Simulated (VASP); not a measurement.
Band structure of GdN (rock salt). Method: optB88-vdW, VASP's PBE PAW potentials (set 64) (plane waves; VASP).

The 4f electrons are frozen in the core of the lanthanide potential, so 4f levels, which can set the real gap, and their magnetism are missing.

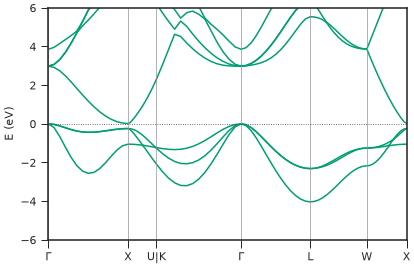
Figure: Bands along high-symmetry lines, zero at the valence-band maximum or, without a gap, the Fermi level

**Question.** Read the plot: is there a gap, and where are the band edges?

**Answer.** The gap is indirect, 0.01 eV, from the valence maximum at Γ to the conduction minimum at X. (Edges off the drawn lines would not show.)

The compound is GdN in the rock salt structure. It was relaxed first.
